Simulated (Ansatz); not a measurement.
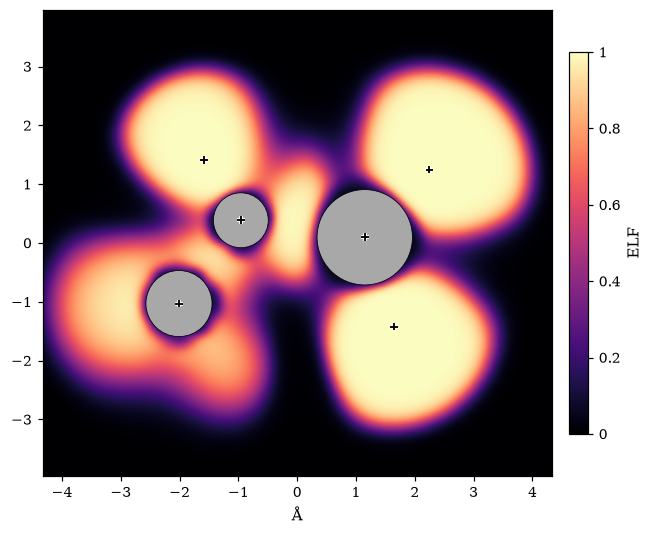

The electron localisation function on a plane through atoms (crosses mark nuclei in the plane; grey discs cover the cores).

Theory: RKS PBE0-D4/def2-TZVPP (Ansatz).

Candidates:
A. ClH5OSi2
B. BrClH4OSi
C. AlBH4S

Which system is this?

Candidate C: AlBH4S on the plane of atoms H4, Al1 and H5, which holds Al, B, S and H. B–S (1.76 Å): the ELF peaks at about 0.95 between the atoms: a covalent bond. Al–B (2.13 Å): the ELF peaks at about 1 between the atoms: a covalent bond.
